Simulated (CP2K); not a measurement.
# GFN2-xTB run of BSiH3ClF (SMILES FB([SiH3])Cl)

What is the vertical electron affinity of BSiH3ClF at GFN2-xTB? 

Program for the calculation: CP2K 2026.2.

1 further run of the same task is left out (it didn't finish).

### Step 1. The structure to begin with

BSiH3ClF: 7 atoms, total charge 0, spin state singlet. SMILES: `FB([SiH3])Cl`. The coordinates come from a GFN2-xTB relaxation.

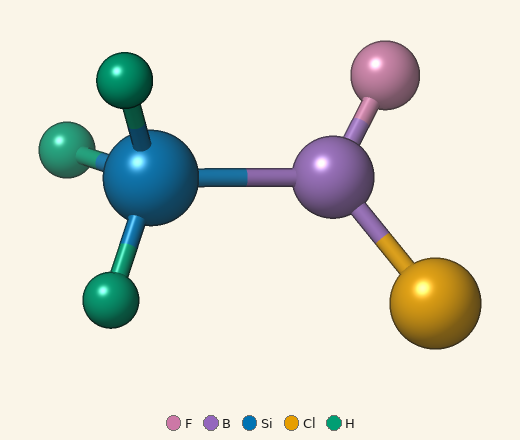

The structure, seen from a chosen angle (fluorine pink, boron purple, silicon blue, chlorine amber, hydrogen teal).

### Step 2. Energy and forces at GFN2-xTB

File qs.inp:

```
&FORCE_EVAL
  METHOD QS
  &DFT
    &QS
      METHOD XTB
      EPS_DEFAULT 1.0E-10
      &XTB
        GFN_TYPE TBLITE
        &TBLITE
          METHOD GFN2
        &END TBLITE
        CHECK_ATOMIC_CHARGES F
      &END XTB
    &END QS
    &POISSON
      PERIODIC NONE
      POISSON_SOLVER ANALYTIC
    &END POISSON
    &SCF
      SCF_GUESS ATOMIC
      EPS_SCF 1.0E-07
      MAX_SCF 150
      ADDED_MOS 2
      &DIAGONALIZATION
        ALGORITHM STANDARD
      &END DIAGONALIZATION
      &MIXING
        METHOD DIRECT_P_MIXING
        ALPHA 0.4
      &END MIXING
    &END SCF
    &PRINT
      &MOMENTS
        PERIODIC F
        REFERENCE COM
        MAX_MOMENT 1
      &END MOMENTS
      &MO ON
        ENERGIES T
        OCCUPATION_NUMBERS T
        NDIGITS 6
        &EACH
          QS_SCF 0
        &END EACH
        ADD_LAST NUMERIC
      &END MO
      &HIRSHFELD OFF
      &END HIRSHFELD
    &END PRINT
  &END DFT
  &SUBSYS
    &CELL
      ABC 13.6 13.3 12.4
      PERIODIC NONE
    &END CELL
    &COORD
      F     -0.828510    -1.688730     1.065430
      B     -0.702520    -0.890360     0.014400
      Si     0.547890     0.658200     0.045100
      Cl    -1.697700    -1.321860    -1.324300
      H      0.564570     1.391630    -1.221850
      H      0.191320     1.614970     1.098750
      H      1.924950     0.236160     0.322470
    &END COORD
    &TOPOLOGY
      &CENTER_COORDINATES
      &END CENTER_COORDINATES
    &END TOPOLOGY
  &END SUBSYS
  &PRINT
    &FORCES ON
    &END FORCES
  &END PRINT
&END FORCE_EVAL

&GLOBAL
  PROJECT qs
  RUN_TYPE ENERGY_FORCE
  PRINT_LEVEL MEDIUM
&END GLOBAL
```

Started as:

```
$ OMP_NUM_THREADS=1 cp2k.psmp -i qs.inp > qs.out 2>&1
```

What it wrote, cut to the lines that bear on the results:

```text
CP2K| version string:                                       CP2K version 2026.2
[...]
 GLOBAL| Method name                                                        CP2K
[...]
 GLOBAL| Run type                                                   ENERGY_FORCE
[...]
                             - Atoms:                                          7
[...]
                             - Spherical basis functions:                     29
[...]
 Number of electrons:                                                         24
[...]
  *** SCF run converged in    19 steps ***
[...]
  Fermi energy:                                                -0.31387316286652
[...]
 TB_DIPOLE| Moment [Debye]          1.49113692       1.75434677       0.18499839
 TB_DIPOLE| Derivative [a.u.]       0.00000000       0.00000000       0.00000000
[...]
 ENERGY| Total FORCE_EVAL ( QS ) energy [hartree]            -13.835817045501198
 FORCES| Atomic forces [hartree/bohr]
 FORCES|   Atom     x               y               z               |f|
 FORCES|      1  1.24928057E-05  1.37620646E-04 -1.33188879E-04   1.91923917E-04
 FORCES|      2 -1.67584567E-04 -2.00080780E-04 -2.82400899E-04   3.84535009E-04
 FORCES|      3 -1.38172296E-04  6.15362294E-07  5.13588573E-05   1.47409953E-04
 FORCES|      4  1.99995800E-04  6.44853810E-05  3.58878990E-04   4.15873555E-04
 FORCES|      5  8.81997221E-06  3.80992341E-05  1.46952972E-05   4.17767317E-05
 FORCES|      6  5.26404310E-05 -9.87078837E-06 -4.56892302E-05   7.03985312E-05
 FORCES|      7  3.18078535E-05 -3.08690549E-05  3.63458635E-05   5.73206760E-05
 FORCES| Sum     2.56142763E-17  3.82384554E-17 -1.53109676E-16
 FORCES| Total atomic force                                       1.59877589E-16
[...]
```

Run time: 0.24 s. Hardware: 1 thread of Arm Neoverse V2, shared host.

### Step 3. The doublet anion, same level

qs.inp: that of step 2 with these lines changed.

```diff
@@ -1,4 +1,13 @@
+&GLOBAL
+  PROJECT qs
+  RUN_TYPE ENERGY_FORCE
+  PRINT_LEVEL MEDIUM
+&END GLOBAL
+
 &FORCE_EVAL
-  METHOD QS
+  METHOD QUICKSTEP
   &DFT
+    CHARGE -1
+    MULTIPLICITY 2
+    SPIN_POLARIZED T
     &QS
@@ -22,3 +31,3 @@
       MAX_SCF 150
-      ADDED_MOS 2
+      ADDED_MOS 4
       &DIAGONALIZATION
@@ -30,2 +39,6 @@
       &END MIXING
+      &SMEAR ON
+        METHOD FERMI_DIRAC
+        ELECTRONIC_TEMPERATURE [K] 300
+      &END SMEAR
     &END SCF
@@ -74,7 +87 @@
 &END FORCE_EVAL
-
-&GLOBAL
-  PROJECT qs
-  RUN_TYPE ENERGY_FORCE
-  PRINT_LEVEL MEDIUM
-&END GLOBAL
```

Started as:

```
$ OMP_NUM_THREADS=1 cp2k.psmp -i qs.inp -o qs.out
```

What it wrote, cut to the lines that bear on the results:

```text
CP2K| version string:                                       CP2K version 2026.2
[...]
 GLOBAL| Method name                                                        CP2K
[...]
 GLOBAL| Run type                                                   ENERGY_FORCE
[...]
                             - Atoms:                                          7
[...]
                             - Spherical basis functions:                     29
[...]
 Number of electrons:                                                         13
[...]
  *** SCF run converged in    17 steps ***
[...]
  Fermi energy:                                                -0.03116781269816
[...]
 TB_DIPOLE| Moment [Debye]         -0.80479528      -0.84376010      -0.26037851
 TB_DIPOLE| Derivative [a.u.]       0.00000000       0.00000000       0.00000000
[...]
 ENERGY| Total FORCE_EVAL ( QS ) energy [hartree]            -13.995720208081751
 FORCES| Atomic forces [hartree/bohr]
 FORCES|   Atom     x               y               z               |f|
 FORCES|      1 -7.56489160E-03 -3.64476180E-02  4.43878430E-02   5.79304501E-02
 FORCES|      2  4.73156662E-02  6.84519534E-02 -1.60363804E-02   8.47443667E-02
 FORCES|      3 -3.92933320E-02 -4.41771936E-02 -9.94691126E-03   5.99544112E-02
 FORCES|      4 -2.45554766E-02 -1.21288441E-02 -3.05983087E-02   4.10650312E-02
 FORCES|      5  2.59137423E-03  5.59898125E-03 -3.45978812E-03   7.07346770E-03
 FORCES|      6  6.32795961E-03  1.32696428E-02  9.87328237E-03   1.77089864E-02
 FORCES|      7  1.51787003E-02  5.43307823E-03  5.78026315E-03   1.71266670E-02
 FORCES| Sum     2.60208521E-17  2.42861287E-17  6.85215773E-17
 FORCES| Total atomic force                                       7.72146835E-17
[...]
```

Run time: 0.26 s. Hardware: 1 thread of Arm Neoverse V2, shared host.

### Step 4. Results

Level: GFN2-xTB.

```
                                                   quantity         value
                             singlet BSiH3ClF: total energy  -13.83582 Eh
singlet BSiH3ClF: dipole moment (from atomic charges alone)        2.31 D
                              singlet BSiH3ClF: HOMO energy     -10.97 eV
                              singlet BSiH3ClF: LUMO energy      -7.64 eV
                            singlet BSiH3ClF: HOMO–LUMO gap       3.32 eV
                 singlet BSiH3ClF: largest force on an atom    0.021 eV/Å
                                doublet anion: total energy  -13.99572 Eh
          doublet anion: HOMO energy (highest over α and β)      -1.06 eV
           doublet anion: LUMO energy (lowest over α and β)      -0.63 eV
                    doublet anion: largest force on an atom    4.358 eV/Å
          vertical electron affinity (to the doublet anion)      4.351 eV
```

**Reading.** At fixed nuclei the extra electron is bound by 4.35 eV (420 kJ/mol). A minimal valence basis can't be trusted even for the sign of an electron affinity. xTB total energies overstate such differences by several eV unless an empirical shift is taken off; none is applied here. The dipole (singlet BSiH3ClF) comes from point charges on the atoms alone, without atomic dipoles, so it is partial.
